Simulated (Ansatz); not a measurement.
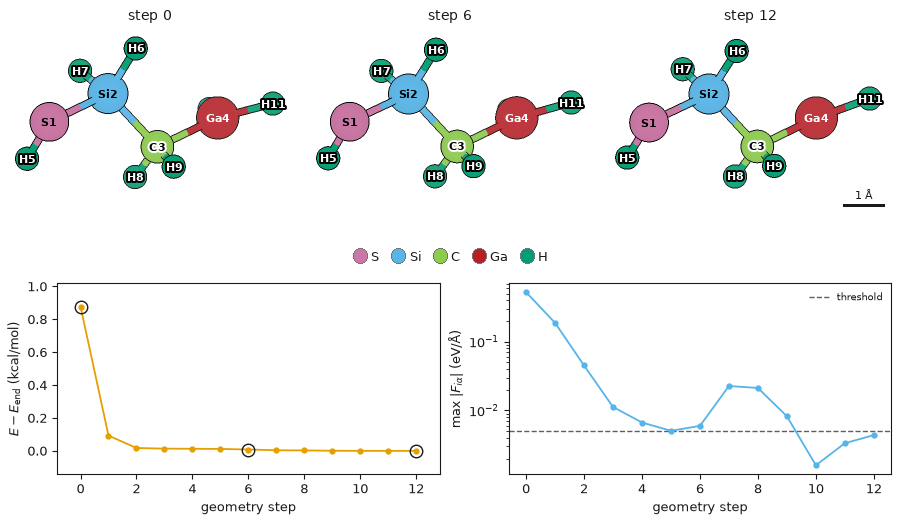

Frames of a relaxation of CH$_{7}$GaSSi, marked on the history of the run. A ball-and-stick model, seen at a tilt.

The start comes from PBE-D4/def2-SVP.

Level of theory: RKS PBE0-D4/def2-TZVP (Ansatz 0.2.0). Set-up: force threshold 0.005 eV/Å; at most 150 steps.

> Describe the path.

After 12 geometry steps the energy has fallen by 0.88 kcal/mol. The largest force component goes from 0.52 to 0.0044 eV/Å. An H atom moves most after the best rigid fit: 0.15 Å. Largest moves by element: H 0.15 Å, S 0.06 Å, Si 0.04 Å, Ga 0.03 Å, C 0.01 Å. Near-neighbour distances that change, for instance: S–Si 2.172 → 2.144 Å, C–Si 1.884 → 1.857 Å, H–S 1.363 → 1.344 Å, H–Si 1.505 → 1.487 Å. From step 0 to 6: an H atom moves most (0.05 Å), energy −0.87 kcal/mol. From step 6 to 12: H atoms move most (0.11 Å), energy −0.01 kcal/mol.

```
step  E − E(0), kcal/mol  largest force component, eV/Å
   0                0.00                         0.5242
   1               -0.78                         0.1876
   2               -0.86                         0.0451
   3               -0.86                         0.0112
   4               -0.86                         0.0067
   5               -0.87                         0.0051
   6               -0.87                         0.0060
   7               -0.87                         0.0227
   8               -0.87                         0.0212
   9               -0.88                         0.0082
  10               -0.88                         0.0016
  11               -0.88                         0.0033
  12               -0.88                         0.0044
```
